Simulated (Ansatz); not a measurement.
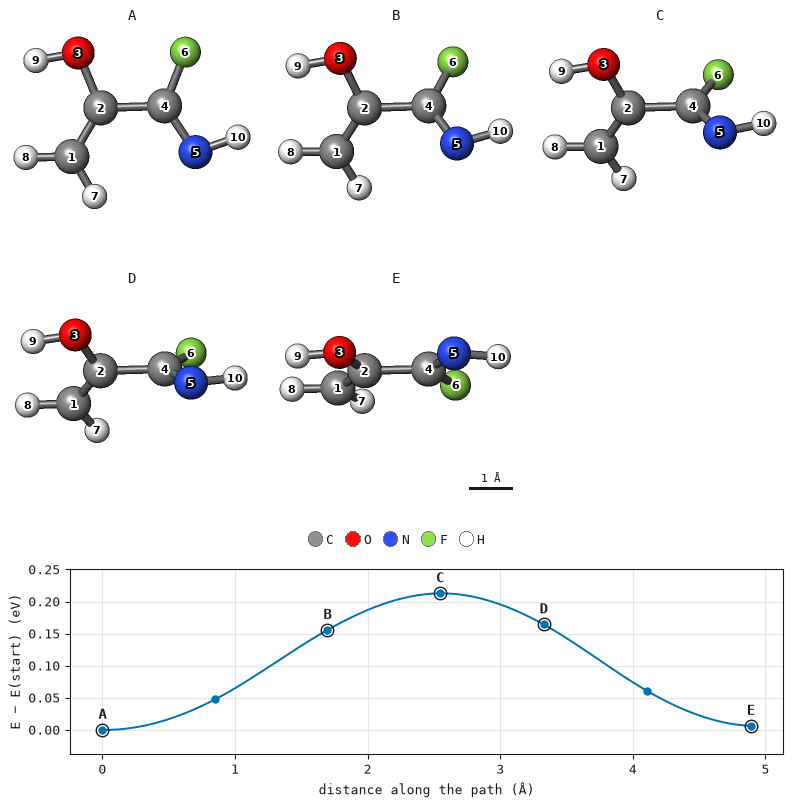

NEB run on C3H4FNO. Images are numbered from 0 (start) to 6 (end). Frames A to E are images 0, 2, 3, 4, 6. The picture is a ball-and-stick view, seen face on.

Method: RKS r2SCAN/STO-3G (Ansatz 0.2.0). Settings: 5 movable images; climbing image; force threshold 0.05 eV/Å; iteration limit 54; starting path by image-dependent pair potential.

Describe the mechanism and the energy profile.

The motion is a rotation about the C2–C4 bond by about 180°. No bond forms or breaks between the ends. The highest point, image 3, lies 0.213 eV above the start and 0.207 eV above the end; the end is at +0.006 eV relative to the start. The band converged in 7 iterations. The largest component of the band force went from 1.1 to 0.023 eV/Å. The climbing image converged on the top of the path. Its vibrational analysis gives one imaginary mode (68i cm⁻¹), as a transition state must have.

Limits of the set-up: STO-3G is a minimal basis, so the numbers are rough.
